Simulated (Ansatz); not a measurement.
# CH$_{5}$GaO$_{2}$: molecular dynamics (part 2 of 2)

The same run, continued: CH$_{5}$GaO$_{2}$, SMILES O[CH](O)[GaH2]; RKS revPBE-d3bj/6-31G* (Ansatz 0.2.0). The geometry comes from this level: PBE0-D4/def2-TZVP.

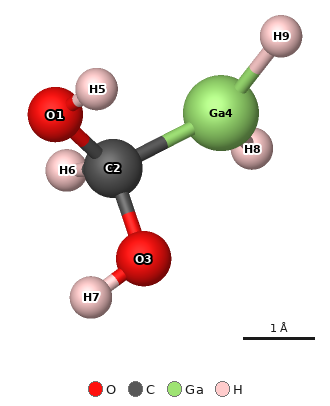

The geometry at step 20 of the log (ball-and-stick view, seen at an oblique angle; atoms are numbered from 1 in the order of the input).

Trajectory as extended XYZ, continued
```
9
Properties=species:S:1:pos:R:3:forces:R:3 step=10 time_fs=5.0 energy=-57576.29103 temperature=731.8
O    -0.1176    1.6311   -0.2058   -0.8119   0.3762  -0.8163
C     0.4115    0.3378    0.0036    0.1825   0.7992   2.7672
O     1.0051   -0.2950   -1.0411    1.6754  -0.1254  -2.6005
Ga   -0.7903   -1.0132    0.7454   -1.3512  -0.1345  -0.5823
H    -0.9393    1.5305   -0.7624    0.5861   0.0538   0.3050
H     1.1141    0.5063    0.8656    0.1895   0.2231  -0.4293
H     1.7642    0.2622   -1.4245   -0.8467  -0.5613   0.5703
H    -0.2803   -2.0783    1.7122    0.2301  -0.5756   0.6201
H    -2.3170   -0.9704    0.2141    0.1463  -0.0556   0.1657
9
Properties=species:S:1:pos:R:3:forces:R:3 step=11 time_fs=5.5 energy=-57576.26472 temperature=702.9
O    -0.1190    1.6341   -0.2044   -0.3935   0.3379  -0.5792
C     0.4049    0.3358   -0.0002    0.3423   0.9229   2.9846
O     1.0051   -0.3001   -1.0373    1.8791   0.0455  -2.7292
Ga   -0.7891   -1.0122    0.7444   -1.4183  -0.3113  -0.4695
H    -0.9330    1.5392   -0.7526    0.1862   0.0174   0.0294
H     1.1046    0.5001    0.8762    0.0846   0.2050  -0.5980
H     1.7726    0.2601   -1.4215   -1.0396  -0.7019   0.6677
H    -0.2621   -2.0900    1.7052    0.1752  -0.4517   0.5050
H    -2.3249   -0.9666    0.2270    0.1842  -0.0640   0.1892
9
Properties=species:S:1:pos:R:3:forces:R:3 step=12 time_fs=6.0 energy=-57576.23668 temperature=672.1
O    -0.1204    1.6371   -0.2030    0.0815   0.3010  -0.3062
C     0.3982    0.3340   -0.0034    0.4864   1.0298   3.1400
O     1.0054   -0.3051   -1.0339    1.9781   0.1632  -2.7842
Ga   -0.7879   -1.0113    0.7434   -1.4699  -0.5026  -0.3406
H    -0.9263    1.5479   -0.7427   -0.2688  -0.0225  -0.2790
H     1.0954    0.4944    0.8853    0.0043   0.1923  -0.7346
H     1.7786    0.2562   -1.4169   -1.1394  -0.7756   0.7154
H    -0.2434   -2.1029    1.6994    0.1101  -0.3130   0.3796
H    -2.3323   -0.9629    0.2403    0.2178  -0.0727   0.2096
9
Properties=species:S:1:pos:R:3:forces:R:3 step=13 time_fs=6.5 energy=-57576.20930 temperature=642.2
O    -0.1218    1.6401   -0.2017    0.5611   0.2617  -0.0316
C     0.3917    0.3324   -0.0059    0.6118   1.1180   3.2299
O     1.0061   -0.3102   -1.0310    1.9738   0.2285  -2.7686
Ga   -0.7868   -1.0104    0.7424   -1.5090  -0.7009  -0.2029
H    -0.9201    1.5565   -0.7334   -0.7269  -0.0603  -0.5853
H     1.0862    0.4891    0.8926   -0.0485   0.1858  -0.8346
H     1.7817    0.2505   -1.4106   -1.1473  -0.7841   0.7153
H    -0.2245   -2.1164    1.6946    0.0385  -0.1673   0.2513
H    -2.3392   -0.9594    0.2541    0.2465  -0.0814   0.2264
9
Properties=species:S:1:pos:R:3:forces:R:3 step=14 time_fs=7.0 energy=-57576.18623 temperature=617.0
O    -0.1232    1.6432   -0.2005    0.9745   0.2156   0.1989
C     0.3853    0.3310   -0.0078    0.7177   1.1870   3.2532
O     1.0070   -0.3152   -1.0285    1.8655   0.2404  -2.6848
Ga   -0.7857   -1.0095    0.7414   -1.5382  -0.8994  -0.0626
H    -0.9158    1.5650   -0.7256   -1.1176  -0.0897  -0.8432
H     1.0768    0.4843    0.8980   -0.0730   0.1855  -0.8954
H     1.7822    0.2429   -1.4025   -1.0624  -0.7277   0.6685
H    -0.2055   -2.1304    1.6903   -0.0362  -0.0217   0.1260
H    -2.3455   -0.9561    0.2685    0.2698  -0.0901   0.2394
9
Properties=species:S:1:pos:R:3:forces:R:3 step=15 time_fs=7.5 energy=-57576.17111 temperature=600.5
O    -0.1244    1.6464   -0.1991    1.2458   0.1591   0.3374
C     0.3791    0.3299   -0.0090    0.8041   1.2366   3.2101
O     1.0082   -0.3202   -1.0264    1.6506   0.1963  -2.5349
Ga   -0.7847   -1.0086    0.7404   -1.5599  -1.0928   0.0754
H    -0.9141    1.5733   -0.7198   -1.3658  -0.1053  -1.0045
H     1.0673    0.4800    0.9012   -0.0690   0.1913  -0.9160
H     1.7801    0.2336   -1.3929   -0.8822  -0.6050   0.5755
H    -0.1865   -2.1444    1.6863   -0.1110   0.1183   0.0086
H    -2.3512   -0.9530    0.2834    0.2874  -0.0985   0.2483
9
Properties=species:S:1:pos:R:3:forces:R:3 step=16 time_fs=8.0 energy=-57576.16515 temperature=593.8
O    -0.1254    1.6495   -0.1978    1.3197   0.0912   0.3499
C     0.3730    0.3290   -0.0096    0.8718   1.2679   3.1018
O     1.0096   -0.3252   -1.0246    1.3265   0.0933  -2.3216
Ga   -0.7837   -1.0078    0.7394   -1.5762  -1.2772   0.2076
H    -0.9157    1.5814   -0.7163   -1.4166  -0.1052  -1.0351
H     1.0576    0.4761    0.9022   -0.0369   0.2030  -0.8957
H     1.7759    0.2228   -1.3819   -0.6043  -0.4150   0.4376
H    -0.1678   -2.1582    1.6824   -0.1833   0.2484  -0.0977
H    -2.3562   -0.9501    0.2990    0.2992  -0.1064   0.2532
9
Properties=species:S:1:pos:R:3:forces:R:3 step=17 time_fs=8.5 energy=-57576.16507 temperature=593.3
O    -0.1262    1.6527   -0.1964    1.1830   0.0147   0.2304
C     0.3670    0.3283   -0.0095    0.9215   1.2825   2.9300
O     1.0113   -0.3301   -1.0233    0.8973  -0.0671  -2.0514
Ga   -0.7828   -1.0070    0.7384   -1.5884  -1.4501   0.3317
H    -0.9206    1.5892   -0.7154   -1.2574  -0.0916  -0.9288
H     1.0478    0.4727    0.9011    0.0225   0.2201  -0.8347
H     1.7703    0.2110   -1.3698   -0.2324  -0.1606   0.2597
H    -0.1496   -2.1713    1.6782   -0.2510   0.3658  -0.1912
H    -2.3604   -0.9475    0.3151    0.3050  -0.1136   0.2542
9
Properties=species:S:1:pos:R:3:forces:R:3 step=18 time_fs=9.0 energy=-57576.16381 temperature=591.5
O    -0.1269    1.6559   -0.1949    0.8707  -0.0653   0.0035
C     0.3613    0.3279   -0.0089    0.9540   1.2833   2.6980
O     1.0131   -0.3351   -1.0222    0.3809  -0.2738  -1.7380
Ga   -0.7819   -1.0063    0.7375   -1.5975  -1.6099   0.4464
H    -0.9286    1.5967   -0.7167   -0.9238  -0.0703  -0.7104
H     1.0381    0.4698    0.8980    0.1079   0.2420  -0.7333
H     1.7640    0.1988   -1.3572    0.2155   0.1451   0.0533
H    -0.1320   -2.1836    1.6736   -0.3128   0.4687  -0.2708
H    -2.3640   -0.9451    0.3319    0.3051  -0.1199   0.2513
9
Properties=species:S:1:pos:R:3:forces:R:3 step=19 time_fs=9.5 energy=-57576.15434 temperature=581.0
O    -0.1274    1.6590   -0.1935    0.4508  -0.1426  -0.2861
C     0.3558    0.3278   -0.0077    0.9703   1.2736   2.4109
O     1.0149   -0.3401   -1.0214   -0.1811  -0.5003  -1.4053
Ga   -0.7811   -1.0056    0.7365   -1.6039  -1.7555   0.5512
H    -0.9388    1.6042   -0.7196   -0.4839  -0.0481  -0.4250
H     1.0287    0.4675    0.8931    0.2170   0.2679  -0.5938
H     1.7584    0.1870   -1.3443    0.6989   0.4736  -0.1603
H    -0.1151   -2.1947    1.6683   -0.3677   0.5565  -0.3365
H    -2.3668   -0.9431    0.3493    0.2996  -0.1253   0.2449
9
Properties=species:S:1:pos:R:3:forces:R:3 step=20 time_fs=10.0 energy=-57576.13418 temperature=559.1
O    -0.1278    1.6622   -0.1921   -0.0015  -0.2127  -0.5900
C     0.3504    0.3279   -0.0061    0.9722   1.2572   2.0770
O     1.0167   -0.3452   -1.0208   -0.7205  -0.7018  -1.0873
Ga   -0.7803   -1.0050    0.7355   -1.6076  -1.8865   0.6460
H    -0.9501    1.6114   -0.7236   -0.0130  -0.0304  -0.1217
H     1.0197    0.4658    0.8868    0.3461   0.2967  -0.4204
H     1.7543    0.1763   -1.3319    1.1509   0.7782  -0.3504
H    -0.0990   -2.2045    1.6622   -0.4151   0.6289  -0.3888
H    -2.3689   -0.9413    0.3672    0.2886  -0.1296   0.2354
9
Properties=species:S:1:pos:R:3:forces:R:3 step=21 time_fs=10.5 energy=-57576.10726 temperature=530.1
O    -0.1282    1.6653   -0.1907   -0.4235  -0.2732  -0.8689
C     0.3452    0.3283   -0.0040    0.9630   1.2376   1.7083
O     1.0185   -0.3504   -1.0203   -1.1513  -0.8221  -0.8219
Ga   -0.7796   -1.0045    0.7346   -1.6084  -2.0023   0.7311
H    -0.9615    1.6187   -0.7279    0.4264  -0.0202   0.1598
H     1.0116    0.4648    0.8795    0.4890   0.3268  -0.2210
H     1.7531    0.1675   -1.3203    1.4873   1.0004  -0.4825
H    -0.0840   -2.2129    1.6552   -0.4547   0.6859  -0.4281
H    -2.3703   -0.9399    0.3857    0.2723  -0.1328   0.2231
9
Properties=species:S:1:pos:R:3:forces:R:3 step=22 time_fs=11.0 energy=-57576.08158 temperature=502.4
O    -0.1287    1.6684   -0.1896   -0.7737  -0.3235  -1.0974
C     0.3403    0.3290   -0.0016    0.9487   1.2181   1.3210
O     1.0200   -0.3557   -1.0200   -1.3945  -0.8100  -0.6390
Ga   -0.7790   -1.0040    0.7337   -1.6061  -2.1024   0.8068
H    -0.9719    1.6258   -0.7318    0.7930  -0.0184   0.3933
H     1.0046    0.4646    0.8717    0.6366   0.3560  -0.0078
H     1.7554    0.1611   -1.3099    1.6314   1.0875  -0.5301
H    -0.0701   -2.2195    1.6471   -0.4864   0.7278  -0.4554
H    -2.3710   -0.9388    0.4048    0.2510  -0.1351   0.2086
9
Properties=species:S:1:pos:R:3:forces:R:3 step=23 time_fs=11.5 energy=-57576.06423 temperature=483.5
O    -0.1293    1.6714   -0.1885   -1.0297  -0.3642  -1.2629
C     0.3355    0.3298    0.0011    0.9387   1.2014   0.9355
O     1.0213   -0.3611   -1.0198   -1.4096  -0.6412  -0.5481
Ga   -0.7784   -1.0036    0.7328   -1.6002  -2.1862   0.8734
H    -0.9803    1.6330   -0.7348    1.0644  -0.0244   0.5654
H     0.9992    0.4653    0.8638    0.7766   0.3817   0.2024
H     1.7616    0.1572   -1.3007    1.5448   1.0145  -0.4866
H    -0.0573   -2.2245    1.6380   -0.5099   0.7548  -0.4713
H    -2.3712   -0.9380    0.4243    0.2249  -0.1363   0.1922
9
Properties=species:S:1:pos:R:3:forces:R:3 step=24 time_fs=12.0 energy=-57576.05759 temperature=476.2
O    -0.1301    1.6743   -0.1877   -1.1817  -0.3966  -1.3605
C     0.3309    0.3310    0.0040    0.9447   1.1899   0.5746
O     1.0224   -0.3666   -1.0197   -1.2127  -0.3299  -0.5344
Ga   -0.7779   -1.0033    0.7320   -1.5907  -2.2530   0.9310
H    -0.9863    1.6400   -0.7364    1.2314  -0.0368   0.6706
H     0.9956    0.4669    0.8564    0.8939   0.4004   0.3898
H     1.7715    0.1558   -1.2927    1.2456   0.7954  -0.3690
H    -0.0457   -2.2276    1.6277   -0.5251   0.7671  -0.4764
H    -2.3708   -0.9375    0.4443    0.1946  -0.1365   0.1743
9
Properties=species:S:1:pos:R:3:forces:R:3 step=25 time_fs=12.5 energy=-57576.05942 temperature=478.1
O    -0.1311    1.6772   -0.1871   -1.2263  -0.4221  -1.3894
C     0.3265    0.3323    0.0070    0.9800   1.1858   0.2608
O     1.0234   -0.3722   -1.0196   -0.8675   0.0772  -0.5669
Ga   -0.7774   -1.0030    0.7312   -1.5778  -2.3019   0.9797
H    -0.9892    1.6470   -0.7364    1.2907  -0.0542   0.7074
H     0.9942    0.4695    0.8500    0.9728   0.4088   0.5340
H     1.7843    0.1563   -1.2856    0.7994   0.4772  -0.2098
H    -0.0354   -2.2289    1.6163   -0.5318   0.7648  -0.4713
H    -2.3699   -0.9373    0.4648    0.1605  -0.1356   0.1554
9
Properties=species:S:1:pos:R:3:forces:R:3 step=26 time_fs=13.0 energy=-57576.06551 temperature=484.8
O    -0.1322    1.6801   -0.1867   -1.1620  -0.4420  -1.3500
C     0.3223    0.3339    0.0100    1.0556   1.1907   0.0128
O     1.0242   -0.3778   -1.0197   -0.4571   0.5213  -0.6116
Ga   -0.7770   -1.0028    0.7304   -1.5622  -2.3319   1.0192
H    -0.9891    1.6539   -0.7347    1.2414  -0.0751   0.6754
H     0.9951    0.4730    0.8448    0.9994   0.4039   0.6185
H     1.7991    0.1580   -1.2790    0.2909   0.1194  -0.0437
H    -0.0264   -2.2284    1.6037   -0.5295   0.7475  -0.4563
H    -2.3687   -0.9375    0.4856    0.1234  -0.1336   0.1358
9
Properties=species:S:1:pos:R:3:forces:R:3 step=27 time_fs=13.5 energy=-57576.07223 temperature=492.3
O    -0.1335    1.6829   -0.1864   -0.9881  -0.4579  -1.2426
C     0.3183    0.3357    0.0130    1.1780   1.2054  -0.1586
O     1.0249   -0.3833   -1.0198   -0.0553   0.9505  -0.6430
Ga   -0.7766   -1.0028    0.7297   -1.5450  -2.3419   1.0489
H    -0.9860    1.6606   -0.7314    1.0829  -0.0982   0.5748
H     0.9984    0.4775    0.8411    0.9654   0.3838   0.6339
H     1.8146    0.1599   -1.2724   -0.2044  -0.2260   0.1026
H    -0.0186   -2.2260    1.5901   -0.5177   0.7149  -0.4316
H    -2.3671   -0.9380    0.5067    0.0842  -0.1305   0.1157
9
Properties=species:S:1:pos:R:3:forces:R:3 step=28 time_fs=14.0 energy=-57576.07725 temperature=498.0
O    -0.1350    1.6856   -0.1864   -0.7058  -0.4709  -1.0687
C     0.3146    0.3378    0.0161    1.3462   1.2293  -0.2525
O     1.0256   -0.3886   -1.0200    0.2876   1.3297  -0.6473
Ga   -0.7763   -1.0027    0.7290   -1.5275  -2.3307   1.0682
H    -0.9803    1.6670   -0.7267    0.8170  -0.1222   0.4066
H     1.0040    0.4829    0.8390    0.8696   0.3485   0.5809
H     1.8296    0.1613   -1.2657   -0.6350  -0.5239   0.2145
H    -0.0121   -2.2220    1.5754   -0.4960   0.6665  -0.3972
H    -2.3654   -0.9388    0.5282    0.0439  -0.1263   0.0955
9
Properties=species:S:1:pos:R:3:forces:R:3 step=29 time_fs=14.5 energy=-57576.07909 temperature=500.2
O    -0.1365    1.6882   -0.1865   -0.3230  -0.4821  -0.8336
C     0.3111    0.3401    0.0190    1.5516   1.2603  -0.2774
O     1.0264   -0.3938   -1.0203    0.5446   1.6402  -0.6203
Ga   -0.7760   -1.0028    0.7283   -1.5115  -2.2970   1.0761
H    -0.9727    1.6732   -0.7211    0.4515  -0.1458   0.1762
H     1.0116    0.4891    0.8382    0.7194   0.2996   0.4698
H     1.8431    0.1614   -1.2584   -0.9727  -0.7558   0.2873
H    -0.0067   -2.2164    1.5598   -0.4634   0.6016  -0.3533
H    -2.3636   -0.9399    0.5498    0.0036  -0.1210   0.0752
9
Properties=species:S:1:pos:R:3:forces:R:3 step=30 time_fs=15.0 energy=-57576.07683 temperature=497.9
O    -0.1382    1.6908   -0.1868    0.1394  -0.4921  -0.5504
C     0.3079    0.3427    0.0219    1.7792   1.2946  -0.2495
O     1.0272   -0.3987   -1.0207    0.7053   1.8745  -0.5640
Ga   -0.7758   -1.0030    0.7277   -1.4990  -2.2396   1.0718
H    -0.9640    1.6790   -0.7150    0.0076  -0.1678  -0.1033
H     1.0210    0.4961    0.8385    0.5285   0.2405   0.3177
H     1.8543    0.1598   -1.2504   -1.2061  -0.9150   0.3222
H    -0.0025   -2.2093    1.5433   -0.4195   0.5197  -0.2996
H    -2.3617   -0.9413    0.5717   -0.0354  -0.1147   0.0550
```

The run was set up as follows.

Input
```yaml
crystal:
  periodic: [false, false, false]
  atoms:
    - {symbol: O, position_ang: [-0.113568, 1.605835, -0.227659]}
    - {symbol: C, position_ang: [0.476100, 0.362095, 0.061538]}
    - {symbol: O, position_ang: [1.008881, -0.251372, -1.093194]}
    - {symbol: Ga, position_ang: [-0.804554, -1.022372, 0.753813]}
    - {symbol: H, position_ang: [-0.881698, 1.452882, -0.787486]}
    - {symbol: H, position_ang: [1.274333, 0.604188, 0.771425]}
    - {symbol: H, position_ang: [1.705107, 0.312189, -1.451890]}
    - {symbol: H, position_ang: [-0.428501, -2.050044, 1.877369]}
    - {symbol: H, position_ang: [-2.236110, -1.013401, 0.096086]}
basis:
  gaussian: {orbitals: "6-31G*"}
hamiltonian: {xc: {name: revPBE}, dispersion: d3bj}
md: {timestep: 0.5 fs, n_steps: 30, ensemble: nvt_nose_hoover, temperature: 1000, initial_velocities: maxwell_boltzmann, seed: 738}
```

Launch command:
```bash
ansatz run in.yaml --threads 4 --pin off --events-out ev --progress --plain --max-ram 10444MiB
```

Summary

| quantity | value |
| --- | --- |
| outcome | finished |
| mean temperature over the second half | 529 K |
| trajectory | 30 steps, 15 fs |
| ensemble | nvt_nose_hoover |
| temperature in the input | 1000 K |
| time step | 0.5 fs |
| potential energy (last step) | −57576.0769 eV |
| mean-field energy (last step) | −57575.7276 eV |
| dispersion energy (last step) | −0.3493 eV |
| SCF solution under orbital rotations (last step) | stable |
| largest force (length of the vector) (last step) | 2.900 eV/Å |
| dipole moment (last step) | 1.13 D |
| hardware | 4 threads of Arm Neoverse V2, 23 GiB of memory available, shared host |
| wall time | 25 s (CPU time 91 s) |
| peak memory | 0.14 GiB |

Remarks

So short a trajectory is not equilibrated. The temperature stays far from the 1000 K of the thermostat over the second half: the run isn't equilibrated.
